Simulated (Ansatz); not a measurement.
# CH₆N₂Si: what the fields show

Input file:

```
crystal:
  periodic: [false, false, false]
  atoms:
    - {symbol: N, position_ang: [-0.298655, 0.362073, -1.790432]}
    - {symbol: C, position_ang: [-0.932177, -0.167610, -0.824404]}
    - {symbol: Si, position_ang: [-0.105050, -0.294984, 0.875433]}
    - {symbol: N, position_ang: [1.483808, 0.338551, 0.967898]}
    - {symbol: H, position_ang: [-0.855294, 0.367987, -2.648408]}
    - {symbol: H, position_ang: [-1.956414, -0.559567, -0.948509]}
    - {symbol: H, position_ang: [-0.074500, -1.739385, 1.230827]}
    - {symbol: H, position_ang: [-0.975038, 0.435504, 1.836071]}
    - {symbol: H, position_ang: [2.203212, -0.130403, 0.437913]}
    - {symbol: H, position_ang: [1.593206, 1.336535, 0.866710]}
basis:
  gaussian: {orbitals: def2-TZVPP}
hamiltonian: {xc: pbe0, dispersion: d4}
output: {orbitals: {seedname: orbitals}}
```

Launched as:

```sh
ansatz run in.yaml --threads 2 --pin off --events-out ev --progress --plain --max-ram 4352MiB
```

Geometry: PBE0-D4/def2-TZVP.

Method: RKS PBE0-D4/def2-TZVPP (Ansatz).

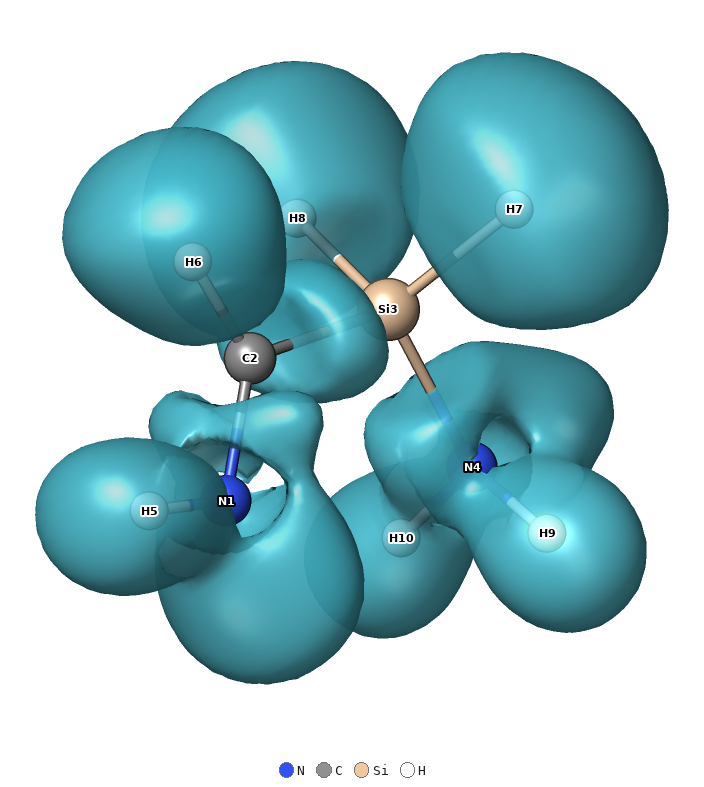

Figure 1. Isosurface of the electron localisation function at 0.75 (cyan), seen at an oblique angle. Core shells and regions of very low density are left out.

Where are the electrons localised?

At this value the surface marks out one region between bonded C–Si atoms (shared pairs), three regions around hydrogen nuclei and two joined regions spread over several atoms (H, N), in which their bonds and any lone pairs are merged. Along the contacts the grid gives the following. C–N (1.27 Å): the ELF peaks at about 0.90 between the atoms (a multiple bond). Si–N (1.71 Å): the ELF peaks at about 0.90 between the atoms, as expected for a polar covalent bond.

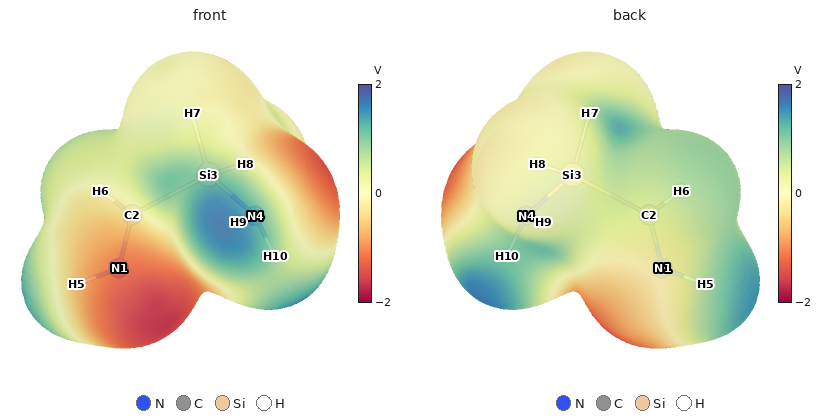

Figure 2. The molecular electrostatic potential painted on the density surface at 0.002 e/bohr³, seen from the front and from behind; the colour scale runs from red (negative) to blue (positive).

Describe the electrostatic potential map.

The most negative region (about −1.7 V) lies over N1, the most positive (about +1.7 V) over H9 and H10. N1 is the likeliest acceptor of a hydrogen bond.

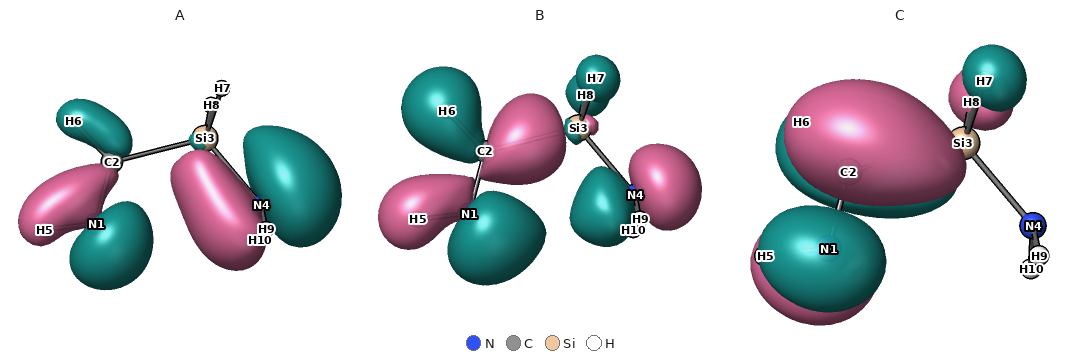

Figure 3. Three frontier orbitals at ±0.1 Å⁻³ᐟ² (teal and pink are the two phases), in no order.

Order the three orbitals by energy and name them.

A is the HOMO−1 (−7.88 eV). Its weight (Hirshfeld) is mainly on N4 (about 50 %), N1 (about 25 %) and Si3 (about 10 %); largely a combination of lone pairs on N4 and N1. B is the HOMO (−7.09 eV). Its weight (Hirshfeld) is mainly on N1 (about 35 %), C2 (about 20 %), N4 (about 15 %), Si3 (about 10 %) and H6 (about 10 %). C is the LUMO (−0.74 eV). It lies mainly on C2 (about 35 %), N1 (about 35 %) and Si3 (about 15 %); π-antibonding (π*) across C2–N1.

What is the HOMO–LUMO gap?

6.35 eV between the orbital energies.
